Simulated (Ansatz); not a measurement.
## Electronic structure of ClGeH3O···H2 in real space

Input file:

```
crystal:
  periodic: [false, false, false]
  atoms:
    - { symbol: Ge, position_ang: [-0.171324, -0.12768, 0.012973] }
    - { symbol: O, position_ang: [-0.231482, -0.026169, 1.788444] }
    - { symbol: H, position_ang: [-0.533436, -0.835868, 2.222951] }
    - { symbol: Cl, position_ang: [1.885072, -0.538598, -0.615537] }
    - { symbol: H, position_ang: [-0.570832, 1.221306, -0.581695] }
    - { symbol: H, position_ang: [-1.010877, -1.330908, -0.443833] }
    - { symbol: H, position_ang: [1.149663, 2.104581, 0.949828] }
    - { symbol: H, position_ang: [0.929717, 1.849636, 1.582069] }
basis:
  gaussian: { orbitals: def2-SVPD }
hamiltonian:
  xc: b3lyp
  dispersion: d4
relax:
  f_tol: 0.03
  max_steps: 50
output:
  orbitals: {}
```

Command:

```sh
ansatz run input.yaml --threads 4 --pin off --max-ram 5120MiB --backend cpu --events-out ev --progress --plain --runs-dir out
```

The fields are those of the relaxed geometry.

All numbers below come from RKS B3LYP-D4/def2-SVPD (Ansatz 0.2.0).

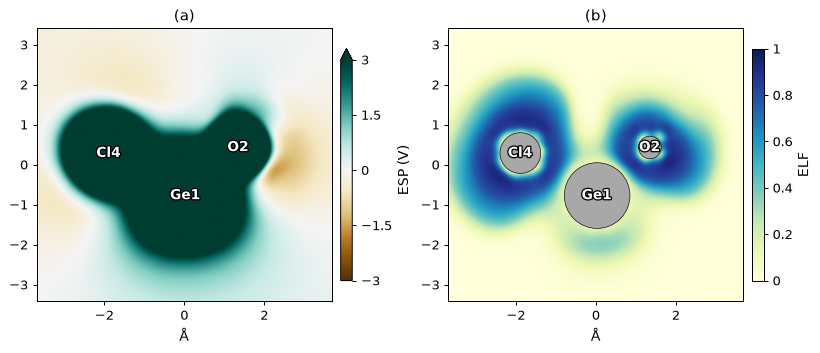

Figure 1. (a) molecular electrostatic potential; (b) electron localisation function on the plane of atoms O2, Ge1 and Cl4. Grey discs cover the atomic cores in the ELF map.

Q: What does the map show?

A:
- The section cuts through Ge, O and Cl sites.
- Ge–O (1.79 Å): the ELF peaks at about 0.90 in the valence shell of O, 0.6 Å from its nucleus, and is about 0.30 at the midpoint.
- Ge–Cl (2.19 Å): the ELF peaks at about 0.85 in the valence shell of Cl, 0.8 Å from its nucleus, and is about 0.65 at the midpoint.
- The ELF also peaks beside Cl4 and O2, away from the bonds: lone-pair regions.
- Outside the dense part of the complex the potential is most negative (−1.5 V) near O2.

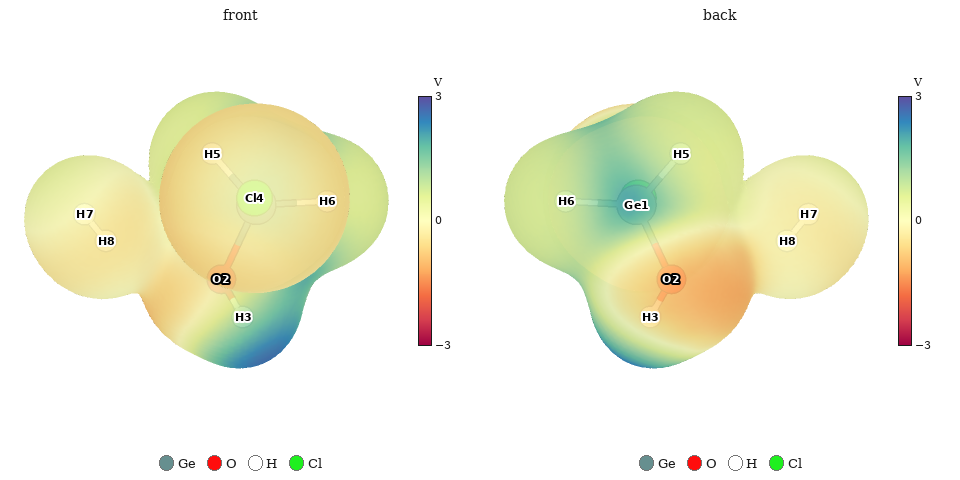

Figure 2. The molecular electrostatic potential painted on the density surface at 0.002 e/bohr³, seen from the front and from behind; the colour scale runs from red (negative) to blue (positive).

Q: Which sites attract a positive test charge, and which a negative one?

A: A positive charge is drawn to the negative regions and a negative charge to the positive ones. The most negative region (about −1.2 V) lies over O2, the most positive (about +2.5 V) over H3. O2 is the likeliest acceptor of a hydrogen bond.
